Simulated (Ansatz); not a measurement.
## Electronic structure of C$_{2}$H$_{5}$OSi (SMILES [OH+]=CC=[SiH2]) (charge +1) in real space

Input

```
crystal:
  periodic: [false, false, false]
  atoms:
    - { symbol: O, position_ang: [-0.64237, 0.91064, -1.21302] }
    - { symbol: C, position_ang: [0.46711, 0.90504, -0.50096] }
    - { symbol: C, position_ang: [0.67525, -0.03121, 0.45802] }
    - { symbol: Si, position_ang: [-0.5602, -1.33798, 0.82363] }
    - { symbol: H, position_ang: [-0.6904, 1.62184, -1.86796] }
    - { symbol: H, position_ang: [1.21314, 1.66976, -0.6969] }
    - { symbol: H, position_ang: [1.60425, 0.01017, 1.01392] }
    - { symbol: H, position_ang: [-0.35213, -2.3609, 1.83697] }
    - { symbol: H, position_ang: [-1.79801, -1.33295, 0.05908] }
total_charge: 1
basis:
  gaussian: { orbitals: def2-SVP }
hamiltonian:
  xc: revpbe
relax:
  f_tol: 0.015
  max_steps: 40
output:
  orbitals: {}
```

Launched as:

```sh
ansatz run input.yaml --threads 1 --pin off --max-ram 2048MiB --backend cpu --events-out ev --progress --plain --runs-dir out
```

The fields are those of the run's last geometry, not of the input's.

The calculation used RKS revPBE/def2-SVP in Ansatz 0.2.0.

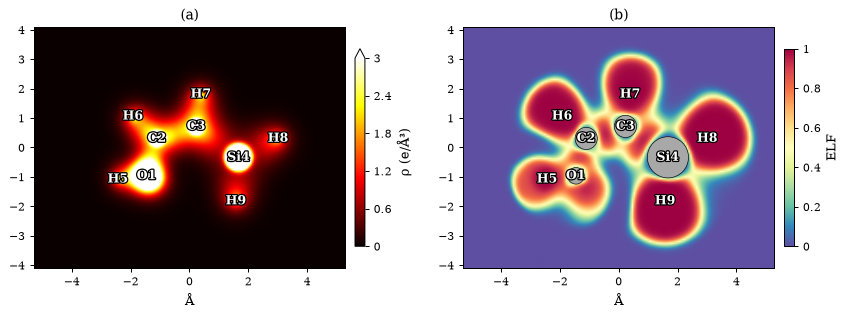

Figure 1. (a) electron density; (b) ELF on the molecular plane. Grey discs cover the atomic cores in the ELF map.

Interpret the plot.

The plane passes through O, C, Si and H nuclei.
C–O (1.32 Å): the density is about 2.6 e/Å³ at the midpoint; the ELF peaks at about 0.90 between the atoms, as expected for a polar covalent bond.
C–C (1.39 Å): ρ is about 2 e/Å³ halfway; the ELF peaks at about 0.95 between the atoms: localised, covalent bonding.
C–Si (1.78 Å): ρ at the midpoint is about 1 e/Å³; the ELF peaks at about 0.95 between the atoms, as expected for a covalent bond.
O–H (0.98 Å): ρ at the midpoint is about 3.6 e/Å³; the ELF climbs to about 1 towards the hydrogen, as it does in any bond to H; a covalent bond by its length.
C–H (1.10 Å): ρ is about 1.9 e/Å³ halfway; the ELF climbs to about 1 towards the hydrogen; a covalent bond by its length.
The ELF also peaks beside O1, away from the bonds: lone-pair regions.

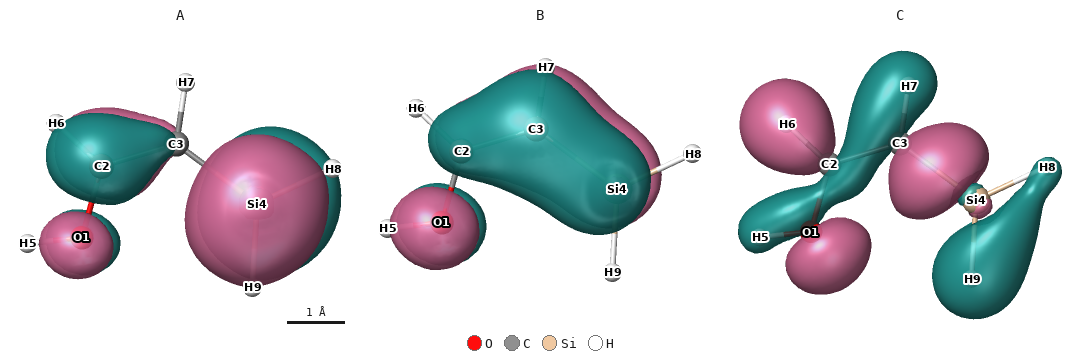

Figure 2. Three frontier orbitals at ±0.1 Å⁻³ᐟ² (teal and pink are the two phases), in no order.

Which picture is the HOMO−1, the HOMO and the LUMO?

C is the HOMO−1 (−13.77 eV). By Hirshfeld shares it lies mainly on O1 (about 20 %), C3 (about 20 %), Si4 (about 20 %), C2 (about 15 %), H6 (about 10 %) and H9 (about 10 %); it is symmetric in the molecular plane (an in-plane orbital: σ, lone-pair or in-plane π type). B is the HOMO (−11.90 eV). Its weight (Hirshfeld) is mainly on C3 (about 40 %), Si4 (about 20 %), O1 (about 20 %) and C2 (about 15 %); it changes sign across the molecular plane (π type); π-bonding across C2–C3 and C3–Si4; π-antibonding (a node) across O1–C2. A is the LUMO (−8.98 eV). By Hirshfeld shares it lies mainly on Si4 (about 55 %), C2 (about 20 %), O1 (about 10 %) and C3 (about 5 %); it changes sign across the molecular plane (π type); π-bonding across C2–C3; π-antibonding (a node) across O1–C2.

What is the HOMO–LUMO gap?

2.92 eV between the orbital energies.

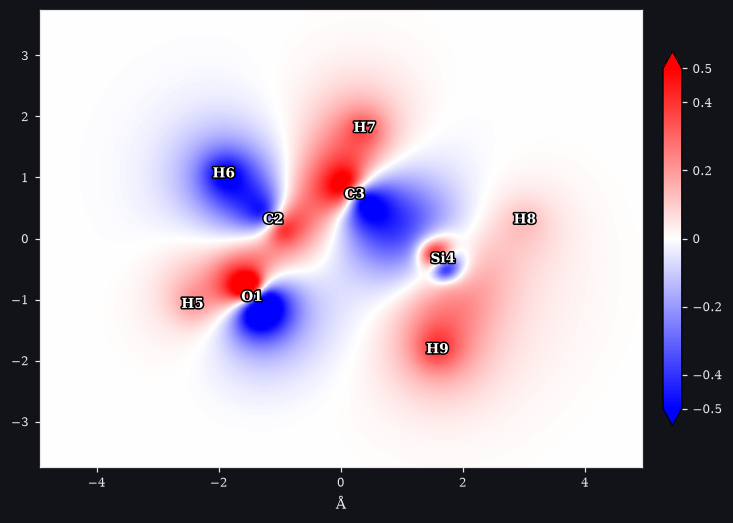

Figure 3. The HOMO−1 on the molecular plane (values in Å⁻³ᐟ²; the overall sign is arbitrary).

Where does this orbital lie, and at what energy?

By Hirshfeld shares it lies mainly on O1 (about 20 %), C3 (about 20 %), Si4 (about 20 %), C2 (about 15 %), H6 (about 10 %) and H9 (about 10 %); it is symmetric in the molecular plane (an in-plane orbital: σ, lone-pair or in-plane π type). Its energy is −13.77 eV.
